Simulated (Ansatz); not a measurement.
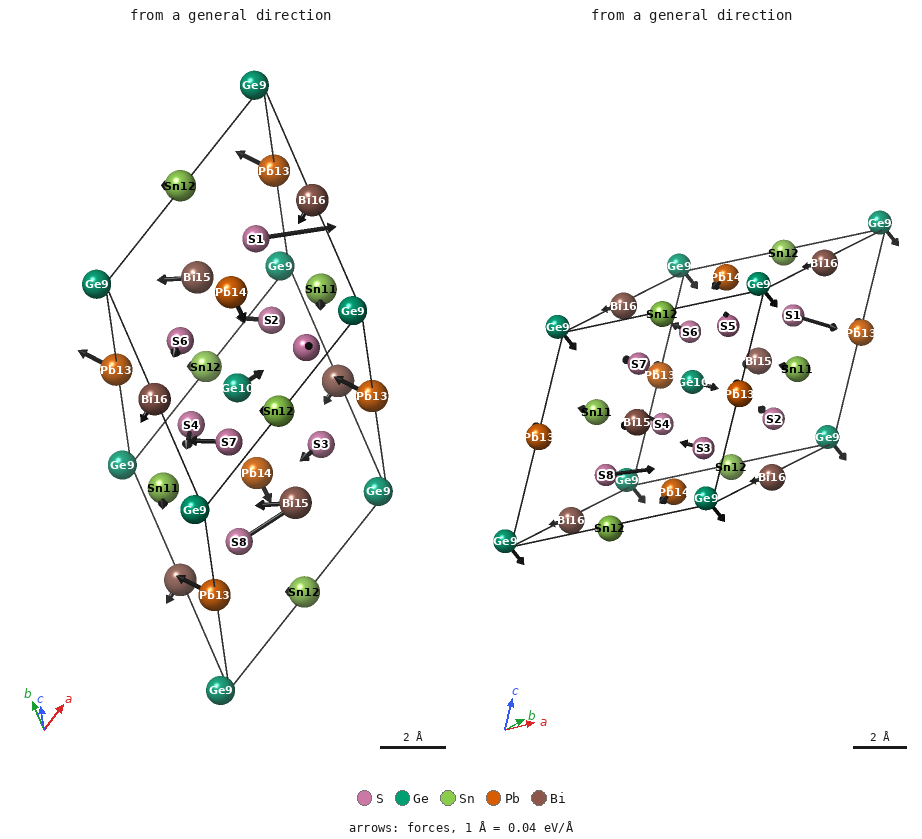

Structure drawing (spheres-only), viewed from two general directions. The edges of the cell (the run's own, in a reduced setting) are marked. The arrows are the computed forces on the atoms.

System: SnGeBiPbS4. The numbers come from Ansatz 0.2.0, DFT PBE, scalar-relativistic, plane waves, PAW, using plane waves up to 420 eV, k-points about 0.20 Å⁻¹ apart, Gaussian smearing of 0.1 eV, no spin polarisation.

Question: Has this structure been optimised to equilibrium?

Answer: No. The atoms still feel forces of up to about 0.087 eV/Å, above a usual threshold of 0.01 to 0.03 eV/Å.

Question: Which atom has the biggest force on it?

Answer: S1, about 0.087 eV/Å.

The initial geometry was a structure type filled with these elements by a generator (whether the compound takes this form wasn't checked). Earlier steps of the study, as a rule a relaxation of our own, may have changed the cell and positions, so they can lie some per cent off the listed ones. It went into a calculation with Ansatz.
